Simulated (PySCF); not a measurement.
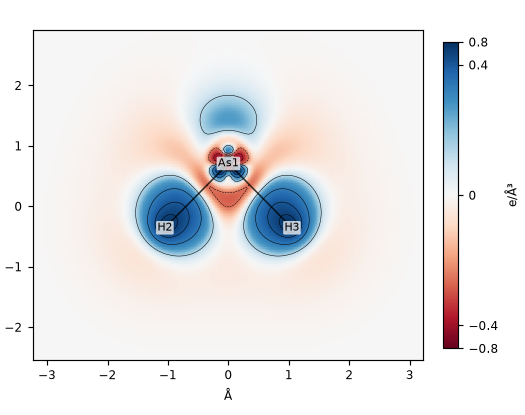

AsH₃, SMILES `[AsH3]`. Deformation density (molecule less spherical, spin-averaged free atoms) in the plane of As1, H2 and H3; colour scale in e/Å³, logarithmic beyond ±0.1; blue: gain, red: loss.

Computed with PySCF, ωB97X/def2-TZVP, geometry: GFN2-xTB. No frequency check shows the geometry to be a minimum. GFN2-xTB bond lengths at metals and heavier atoms can be off by up to 0.1 Å and shapes distorted, which carries into these values.

Q: Describe the bonding that the map shows.

A: As1–H3 and As1–H2: +0.28 e/Å³ at the bond critical point (bond length 1.50 Å, Mayer order 1.0). In all, 0.9 electrons gather in the regions of gain relative to the promolecule.
